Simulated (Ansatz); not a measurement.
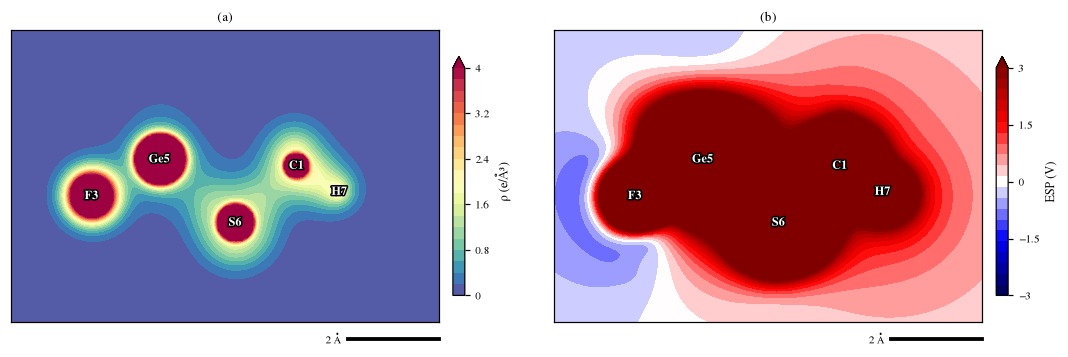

CH3F3GeS (SMILES C[S][Ge]([F])([F])[F]). (a) total electron density; (b) electrostatic potential on the plane of atoms S6, C1 and H7.

Geometry: PBE0-D4/def2-SVP.

Theory: Ansatz 0.2.0, isolated molecule in a Gaussian basis; Kohn-Sham density functional theory, functional PBE0.

Input

```
crystal:
  periodic: [false, false, false]
  atoms:
    - {symbol: C, position_ang: [-0.092039, -1.223573, 0.963155]}
    - {symbol: F, position_ang: [-0.918941, 0.474277, -1.999376]}
    - {symbol: F, position_ang: [1.274018, 2.133642, -1.792579]}
    - {symbol: F, position_ang: [-0.690962, 2.097531, 0.146736]}
    - {symbol: Ge, position_ang: [0.240719, 1.102807, -0.899104]}
    - {symbol: S, position_ang: [1.346388, -0.431487, 0.154381]}
    - {symbol: H, position_ang: [0.325212, -2.039492, 1.567447]}
    - {symbol: H, position_ang: [-0.782613, -1.642565, 0.219954]}
    - {symbol: H, position_ang: [-0.613381, -0.517439, 1.622186]}
basis:
  gaussian:
    orbitals: def2-SVPD
total_charge: 0
hamiltonian:
  xc: pbe0
output:
  forces: true
  orbitals: {seedname: orbitals}
```

Command:

```sh
ansatz run input.yaml --threads 2 --pin off --max-ram 5220MiB --events-out events.jsonl --progress --plain --runs-dir runs
```

> What does the map show?

- The plane passes through C, F, Ge, S and H nuclei.
- Ge–F (1.71 Å): ρ is about 0.98 e/Å³ halfway.
- C–S (1.83 Å): ρ is about 1.2 e/Å³ halfway.
- Ge–S (2.16 Å): the density is about 0.81 e/Å³ at the midpoint.
- C–H (1.10 Å): ρ at the midpoint is about 1.9 e/Å³.
- Outside the dense part of the molecule the potential is most negative (−0.9 V) near F3.
